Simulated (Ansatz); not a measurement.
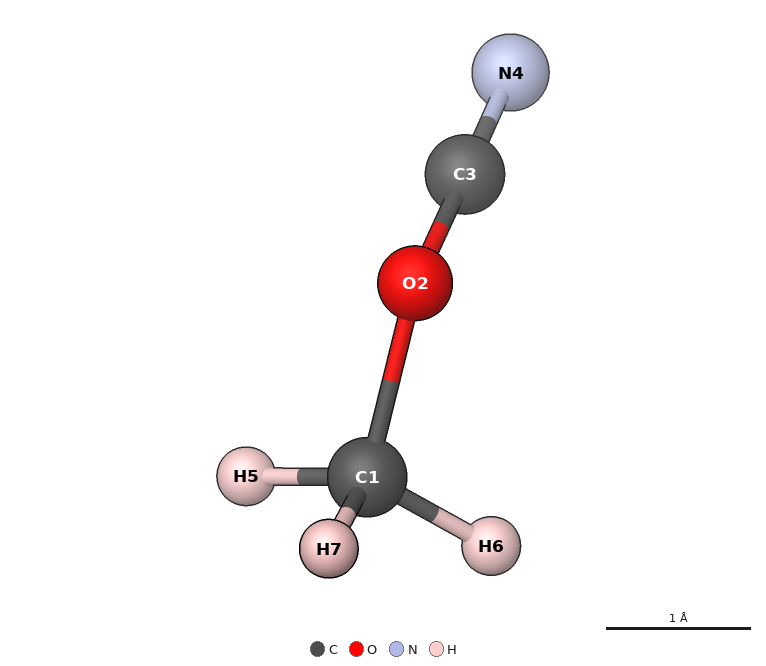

Orthographic view. Distant atoms are faded towards the background colour. The computed structure is the end point of a PBE0-D4/def2-TZVP optimisation.

Give the distance matrix in Å.

```
atom    C1    O2    C3    N4    H5    H6    H7
  C1  0.00                                    
  O2  1.44  0.00                              
  C3  2.30  1.28  0.00                        
  N4  3.33  2.44  1.15  0.00                  
  H5  1.09  2.08  2.60  3.45  0.00            
  H6  1.09  2.08  2.60  3.45  1.79  0.00      
  H7  1.09  2.02  3.17  4.28  1.79  1.79  0.00
```
